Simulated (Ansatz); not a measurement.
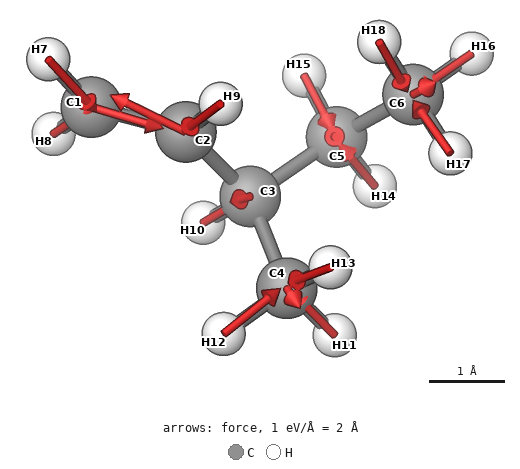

Starting geometry of C₆H₁₂ with the computed forces as red arrows. A ball-and-stick model, seen face on.

The start comes from PBE-D4/def2-SVP.

The calculation used RKS PBE0-D4/def2-TZVP in Ansatz. Settings: force threshold 0.005 eV/Å; at most 150 steps.

What follows when this structure is relaxed?

Answer. It isn't relaxed: the largest force vector, on H7, is 0.60 eV/Å. The final displacements follow the starting forces only in part (cosine between the two patterns 0.44). H17 moves most after the best rigid fit: 0.068 Å. By element the largest moves are H 0.068 Å, C 0.043 Å. Among the contacts that change: C1–C2 1.344 → 1.325 Å, C2–H9 1.107 → 1.089 Å, C1–H8 1.104 → 1.086 Å, C1–H7 1.101 → 1.084 Å. Over 8 geometry steps the energy falls by 7.74 kJ/mol. The largest force component goes from 0.59 to 0.0026 eV/Å.
